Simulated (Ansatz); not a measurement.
## Electronic structure of F₄HOTa···PH₃ in real space

Input file:

```
crystal:
  periodic: [false, false, false]
  atoms:
    - { symbol: Ta, position_ang: [0.0, 0.0, 0.0] }
    - { symbol: O, position_ang: [2.37, 0.0, 0.0] }
    - { symbol: H, position_ang: [2.7071, -0.5308, 0.7903] }
    - { symbol: F, position_ang: [0.0, 0.0, 1.93] }
    - { symbol: F, position_ang: [0.0, 0.0, -1.93] }
    - { symbol: F, position_ang: [-0.965, 1.6714, 0.0] }
    - { symbol: F, position_ang: [-0.965, -1.6714, 0.0] }
    - { symbol: P, position_ang: [0.8892, -2.2651, 1.4252] }
    - { symbol: H, position_ang: [0.0933, -3.3878, 1.0754] }
    - { symbol: H, position_ang: [2.2461, -2.5276, 1.0992] }
    - { symbol: H, position_ang: [2.1346, -1.1454, 0.7207] }
basis:
  gaussian: { orbitals: def2-SVP }
hamiltonian:
  xc: pbe0
relax:
  f_tol: 0.15
  max_steps: 25
  restrain:
    - { distance: [0, 7], at: 3.72, k: 30.0 }
    - { distance: [10, 1], at: 2.21, k: 30.0 }
    - { distance: [0, 1], at: 2.02, k: 30.0 }
    - { distance: [10, 7], at: 1.42, k: 30.0 }
output:
  orbitals: {}
```

Run with:

```sh
ansatz run input.yaml --threads 4 --pin off --max-ram 5120MiB --backend cpu --events-out ev --progress --plain --runs-dir out
```

The fields are those of the run's last geometry, not of the input's.

Core potentials replace the inner electrons of Ta; not at a stationary point (largest force 1.7 eV/Å).

Computed with RKS PBE0/def2-SVP in Ansatz.

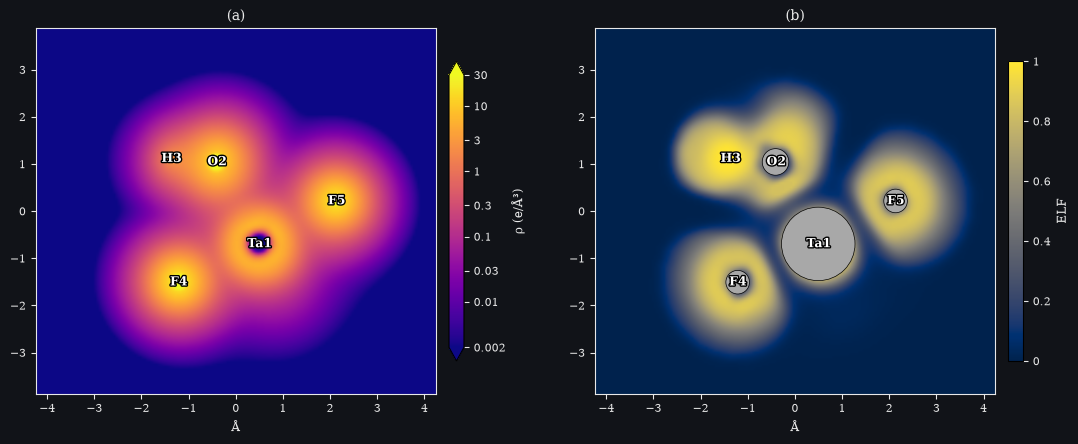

Figure 1. (a) electron density; (b) electron localisation function on the plane of atoms O2, Ta1 and F4. Grey discs cover the atomic cores in the ELF map.

Read the bonding off the picture.

Answer. The plane passes through Ta, O, H and F nuclei.
Ta–F (1.88 Å): ρ is about 0.99 e/Å³ halfway; the ELF peaks at about 0.85 in the valence shell of F, 0.5 Å from its nucleus, and drops to about 0.20 between the two atoms.
Ta–O (1.96 Å): the density is about 0.94 e/Å³ at the midpoint; the ELF peaks at about 0.85 in the valence shell of O, 0.6 Å from its nucleus, and drops to about 0.25 between the two atoms.
O–H (0.97 Å): ρ at the midpoint is about 3.6 e/Å³; the ELF climbs to about 1 towards the hydrogen, as it does in any bond to H; an ordinary covalent bond to hydrogen.

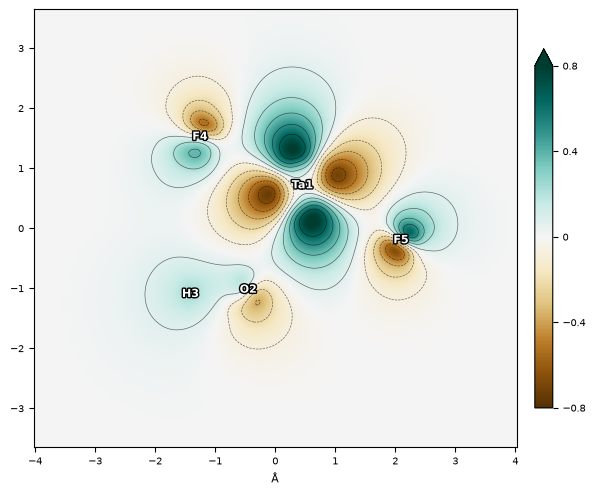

Figure 2. The LUMO on the plane of atoms O2, Ta1 and F5 (values in Å⁻³ᐟ²; the overall sign is arbitrary).

What is the character of this orbital?

Answer. Its weight (Hirshfeld) is mainly on Ta1 (about 70 %), F5 (about 10 %) and F4 (about 10 %). Its energy is −2.60 eV.

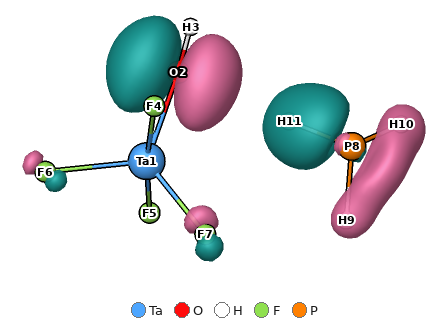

Figure 3. The HOMO−1 at ±0.15 Å⁻³ᐟ² (teal and pink are the two phases), seen across its widest extent.

Describe this orbital and give its energy.

Answer. By Hirshfeld shares it lies mainly on O2 (about 55 %), P8 (about 20 %) and H11 (about 10 %); largely a combination of lone pairs on O2 and P8. Its energy is −10.11 eV.
